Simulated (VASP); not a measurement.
**Geometry relaxation of CaF (part 2 of 2)**

CaF (2 atoms in the cell); Kohn-Sham DFT of a periodic cell, PBE, VASP PAW PBE potentials, recommended, no spin polarisation (VASP 6.6.1); cutoff 520 eV, 8×8×1 k-mesh, Gaussian smearing of 0.05 eV. 

Geometry of the input (Å; fractional positions):
```
3.7250  -0.0000  0.0000
-1.8625  3.2259  0.0000
0.0000  0.0000  25.5277
Ca 0.6667  0.3333  0.3108
F  0.0000  0.0000  0.2768
```

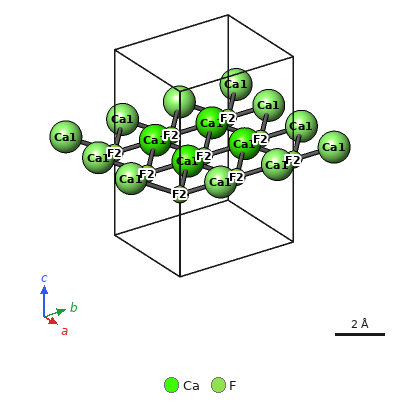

Fig. 1: The geometry at step 2 of the log (ball-and-stick view of the 2 × 2 repeat of the cell, with the vacuum cut short, seen slightly off an axis; neighbours outside the cell are drawn fainter; atoms are numbered from 1 in the order of the input).

Parts of OUTCAR, continued
```
 Gauss-broadening in eV      SIGMA  =   0.05
  energy-cutoff  :      520.00
  volume of cell :      306.75
 maximum number of plane-waves:      8291
   NGX = 13   NGY = 13   NGZ = 95

 dipolmoment           0.000000      0.000000     -0.012660 electrons x Angstroem

--------------------------------------- Ionic step        1  -------------------------------------------

 number of electron      17.0000005 magnetization

 Free energy of the ion-electron system (eV)
  ---------------------------------------------------
  ext. energy  EPLUGINS =         0.00000000
  ---------------------------------------------------
  free energy    TOTEN  =        -8.63500997 eV

  energy without entropy =       -8.63335367  energy(sigma->0) =       -8.63418182

------------------------ aborting loop because EDIFF is reached ----------------------------------------

  FORCE on cell =-STRESS in cart. coord.  units (eV):
  Direction    XX          YY          ZZ          XY          YZ          ZX
  --------------------------------------------------------------------------------------
  -------------------------------------------------------------------------------------
  Total        0.0471010      0.0470274     -0.0181031     -0.0000637      0.0000147     -0.0000255
  in kB        0.2460101      0.2456257     -0.0945533     -0.0003327      0.0000769     -0.0001331
  external PRESSURE =       0.1323608 kB  Pullay stress =       0.0000000 kB

 VOLUME and BASIS-vectors are now :
 -----------------------------------------------------------------------------
  energy-cutoff  :      520.00
  volume of cell :      306.75
      direct lattice vectors                 reciprocal lattice vectors
     3.724970000  0.000000000  0.000000000     0.268458538  0.154994128  0.000000000
    -1.862480000  3.225920000  0.000000000     0.000000000  0.309989088  0.000000000
     0.000000000  0.000000000 25.527660000     0.000000000  0.000000000  0.039173195

 POSITION                                       TOTAL-FORCE (eV/Angst)
 -----------------------------------------------------------------------------------
      1.86251      1.07530      7.93298        -0.000028      0.000016      0.032890
      0.00000      0.00000      7.06708         0.000028     -0.000016     -0.032890
 -----------------------------------------------------------------------------------
    total drift:                                0.000010      0.000024      0.001667

  FREE ENERGIE OF THE ION-ELECTRON SYSTEM (eV)
  ---------------------------------------------------
  free  energy   TOTEN  =        -8.6350099653 eV

  energy  without entropy=       -8.6333536712  energy(sigma->0) =       -8.63418182

--------------------------------------- Ionic step        2  -------------------------------------------

 number of electron      17.0000004 magnetization

------------------------ aborting loop because EDIFF is reached ----------------------------------------

  FORCE on cell =-STRESS in cart. coord.  units (eV):
  Direction    XX          YY          ZZ          XY          YZ          ZX
  --------------------------------------------------------------------------------------
  -------------------------------------------------------------------------------------
  Total        0.0404966      0.0404254     -0.0219038     -0.0000616      0.0000130     -0.0000225
  in kB        0.2115151      0.2111435     -0.1144043     -0.0003216      0.0000679     -0.0001176
  external PRESSURE =       0.1027514 kB  Pullay stress =       0.0000000 kB

 VOLUME and BASIS-vectors are now :
 -----------------------------------------------------------------------------
  energy-cutoff  :      520.00
  volume of cell :      306.75
      direct lattice vectors                 reciprocal lattice vectors
     3.724970000  0.000000000  0.000000000     0.268458538  0.154994128  0.000000000
    -1.862480000  3.225920000  0.000000000     0.000000000  0.309989088  0.000000000
     0.000000000  0.000000000 25.527660000     0.000000000  0.000000000  0.039173195

 POSITION                                       TOTAL-FORCE (eV/Angst)
 -----------------------------------------------------------------------------------
      1.86251      1.07530      7.93298        -0.000026      0.000015      0.028232
     -1.86248      3.22592      7.06549         0.000026     -0.000015     -0.028232
 -----------------------------------------------------------------------------------
    total drift:                                0.000008      0.000025      0.002541

  FREE ENERGIE OF THE ION-ELECTRON SYSTEM (eV)
  ---------------------------------------------------
  free  energy   TOTEN  =        -8.6350572091 eV

  energy  without entropy=       -8.6334009151  energy(sigma->0) =       -8.63422906

--------------------------------------- Ionic step        3  -------------------------------------------

 number of electron      17.0000002 magnetization

------------------------ aborting loop because EDIFF is reached ----------------------------------------

  FORCE on cell =-STRESS in cart. coord.  units (eV):
  Direction    XX          YY          ZZ          XY          YZ          ZX
  --------------------------------------------------------------------------------------
  -------------------------------------------------------------------------------------
  Total        0.0166357      0.0165722     -0.0325322     -0.0000550      0.0000109     -0.0000189
  in kB        0.0868890      0.0865572     -0.1699169     -0.0002873      0.0000569     -0.0000985
  external PRESSURE =       0.0011764 kB  Pullay stress =       0.0000000 kB

 VOLUME and BASIS-vectors are now :
 -----------------------------------------------------------------------------
  energy-cutoff  :      520.00
  volume of cell :      306.75
      direct lattice vectors                 reciprocal lattice vectors
     3.724970000  0.000000000  0.000000000     0.268458538  0.154994128  0.000000000
    -1.862480000  3.225920000  0.000000000     0.000000000  0.309989088  0.000000000
     0.000000000  0.000000000 25.527660000     0.000000000  0.000000000  0.039173195

 POSITION                                       TOTAL-FORCE (eV/Angst)
 -----------------------------------------------------------------------------------
      1.86251      1.07530      7.93298        -0.000019      0.000011      0.016110
     -1.86247      3.22592      7.06073         0.000019     -0.000011     -0.016110
 -----------------------------------------------------------------------------------
    total drift:                                0.000008      0.000025      0.001676

  FREE ENERGIE OF THE ION-ELECTRON SYSTEM (eV)
  ---------------------------------------------------
  free  energy   TOTEN  =        -8.6351597402 eV

  energy  without entropy=       -8.6335034462  energy(sigma->0) =       -8.63433159

--------------------------------------- Ionic step        4  -------------------------------------------

 number of electron      16.9999998 magnetization

 dipolmoment           0.000000      0.000000      0.097478 electrons x Angstroem

 Free energy of the ion-electron system (eV)
  ---------------------------------------------------
  ext. energy  EPLUGINS =         0.00000000
  ---------------------------------------------------
  free energy    TOTEN  =        -8.63518456 eV

  energy without entropy =       -8.63352826  energy(sigma->0) =       -8.63435641

 E-fermi :  -2.0452     XC(G=0):  -1.7731     alpha+bet : -1.1930

 val. band max:       -2.2461652929   @ k =   0.2500   0.1250   0.0000
 cond. band min:      -2.0110099166   @ k =  -0.3750   0.3750   0.0000
 fundamental gap:      0.2351553763
 Fermi energy:        -2.0452109153

 k-point     1 :       0.0000    0.0000    0.0000
  band No.  band energies     occupation
      1     -44.9770      2.00000
      2     -27.8843      2.00000
      3     -25.8688      2.00000
      4     -25.8688      2.00000
      5     -25.8046      2.00000
      6      -9.4665      2.00000
      7      -9.4665      2.00000
      8      -9.3378      2.00000
      9      -3.6661      2.00000
     10      -1.0201      0.00000
     11      -0.4259      0.00000
     12       0.4233      0.00000

 k-point     2 :       0.1250    0.0000    0.0000
  band No.  band energies     occupation
      1     -44.9735      2.00000
      2     -27.9218      2.00000
      3     -25.9383      2.00000
      4     -25.8765      2.00000
      5     -25.7123      2.00000
      6      -9.5170      2.00000
      7      -9.4474      2.00000
      8      -9.2960      2.00000
      9      -3.3998      2.00000
     10      -0.8910      0.00000
     11      -0.4503      0.00000
     12       0.2976      0.00000

 k-point     3 :      -0.1250    0.1250    0.0000
  band No.  band energies     occupation
      1     -44.9735      2.00000
      2     -27.9218      2.00000
      3     -25.9383      2.00000
      4     -25.8765      2.00000
      5     -25.7123      2.00000
      6      -9.5170      2.00000
      7      -9.4474      2.00000
      8      -9.2960      2.00000
      9      -3.3998      2.00000
     10      -0.8910      0.00000
     11      -0.4503      0.00000
     12       0.2976      0.00000

 k-point     4 :       0.2500    0.0000    0.0000
  band No.  band energies     occupation
      1     -44.9650      2.00000
      2     -28.0105      2.00000
      3     -25.9831      2.00000
      4     -25.8951      2.00000
      5     -25.6147      2.00000
      6      -9.6117      2.00000
      7      -9.4027      2.00000
      8      -9.2007      2.00000
      9      -2.7339      2.00000
     10      -0.8419      0.00000
     11      -0.3769      0.00000
     12       0.4684      0.00000

 k-point     5 :      -0.2500    0.2500    0.0000
  band No.  band energies     occupation
      1     -44.9650      2.00000
      2     -28.0105      2.00000
      3     -25.9831      2.00000
      4     -25.8951      2.00000
      5     -25.6147      2.00000
      6      -9.6117      2.00000
      7      -9.4027      2.00000
      8      -9.2007      2.00000
      9      -2.7339      2.00000
     10      -0.8419      0.00000
     11      -0.3769      0.00000
     12       0.4685      0.00000

 [... the levels of 15 k-points are left out ...]

 k-point    21 :       0.3750    0.3750    0.0000
  band No.  band energies     occupation
      1     -44.9505      2.00000
      2     -28.1471      2.00000
      3     -25.9974      2.00000
      4     -25.9775      2.00000
      5     -25.4765      2.00000
      6      -9.5705      2.00000
      7      -9.4355      2.00000
      8      -9.0693      2.00000
      9      -1.7356      0.00000
     10      -0.7266      0.00000
     11      -0.0218      0.00000
     12       0.1680      0.00000

------------------------ aborting loop because EDIFF is reached ----------------------------------------

 vacuum level on the upper side and lower side of the slab       (xc-potential included)         0.698        -0.793

  FORCE on cell =-STRESS in cart. coord.  units (eV):
  Direction    XX          YY          ZZ          XY          YZ          ZX
  --------------------------------------------------------------------------------------
  -------------------------------------------------------------------------------------
  Total       -0.0286961     -0.0287452     -0.0551070     -0.0000426      0.0000053     -0.0000092
  in kB       -0.1498807     -0.1501373     -0.2878262     -0.0002224      0.0000277     -0.0000480
  external PRESSURE =      -0.1959481 kB  Pullay stress =       0.0000000 kB

 VOLUME and BASIS-vectors are now :
 -----------------------------------------------------------------------------
  energy-cutoff  :      520.00
  volume of cell :      306.75
      direct lattice vectors                 reciprocal lattice vectors
     3.724970000  0.000000000  0.000000000     0.268458538  0.154994128  0.000000000
    -1.862480000  3.225920000  0.000000000     0.000000000  0.309989088  0.000000000
     0.000000000  0.000000000 25.527660000     0.000000000  0.000000000  0.039173195

 POSITION                                       TOTAL-FORCE (eV/Angst)
 -----------------------------------------------------------------------------------
      1.86251      1.07530      7.93298        -0.000008      0.000004     -0.009287
     -1.86247      3.22591      7.05121         0.000008     -0.000004      0.009287
 -----------------------------------------------------------------------------------
    total drift:                                0.000006      0.000026      0.000917

  FREE ENERGIE OF THE ION-ELECTRON SYSTEM (eV)
  ---------------------------------------------------
  free  energy   TOTEN  =        -8.6351845553 eV

  energy  without entropy=       -8.6335282613  energy(sigma->0) =       -8.63435641

 reached required accuracy - stopping structural energy minimisation

 vacuum level on the upper side and lower side of the slab         1.712         0.220
```

CONTCAR
```
CaF
   1.00000000000000
     3.7249699999999999    0.0000000000000000    0.0000000000000000
    -1.8624799999999999    3.2259199999999999    0.0000000000000000
     0.0000000000000000    0.0000000000000000   25.5276600000000009
  Ca              F
     1     1
Selective dynamics
Direct
     0.6666700000000034    0.3333299999999966    0.3107600000000019   F   F   F
     0.0000023947684778    0.9999976052315221    0.2762184476325768   T   T   T

  0.00000000E+00  0.00000000E+00  0.00000000E+00
  0.00000000E+00  0.00000000E+00  0.00000000E+00
```

Trajectory as extended XYZ (Å, eV, eV/Å), 4 frames, from step=0 to step=3
```
2
Lattice="3.7250 0.0000 0.0000 -1.8625 3.2259 0.0000 0.0000 0.0000 25.5277" Properties=species:S:1:pos:R:3:forces:R:3 step=0 energy=-8.63501
Ca    1.8625    1.0753    7.9330    0.0000   0.0000   0.0329
F     0.0000    0.0000    7.0671    0.0000   0.0000  -0.0329
2
Lattice="3.7250 0.0000 0.0000 -1.8625 3.2259 0.0000 0.0000 0.0000 25.5277" Properties=species:S:1:pos:R:3:forces:R:3 step=1 energy=-8.63506
Ca    1.8625    1.0753    7.9330    0.0000   0.0000   0.0282
F    -1.8625    3.2259    7.0655    0.0000   0.0000  -0.0282
2
Lattice="3.7250 0.0000 0.0000 -1.8625 3.2259 0.0000 0.0000 0.0000 25.5277" Properties=species:S:1:pos:R:3:forces:R:3 step=2 energy=-8.63516
Ca    1.8625    1.0753    7.9330    0.0000   0.0000   0.0161
F    -1.8625    3.2259    7.0607    0.0000   0.0000  -0.0161
2
Lattice="3.7250 0.0000 0.0000 -1.8625 3.2259 0.0000 0.0000 0.0000 25.5277" Properties=species:S:1:pos:R:3:forces:R:3 step=3 energy=-8.63518
Ca    1.8625    1.0753    7.9330    0.0000   0.0000  -0.0093
F    -1.8625    3.2259    7.0512    0.0000   0.0000   0.0093
```

Results in brief

| quantity | value |
| --- | --- |
| outcome | converged |
| electrons treated | 17 |
| free energy | −8.6352 eV |
| Fermi energy | −2.045 eV |
| gap on the k-point mesh | none (metallic) |
| final volume | 306.75 Å³ |
| largest force (length of the vector) at the end, held atoms and coordinates included | 0.009 eV/Å |
| wall time | 3.2 min |
| peak memory | 0.46 GiB |

Remarks

The cell holds an odd number of electrons but the run has no spin polarisation, so it comes out as a metal.
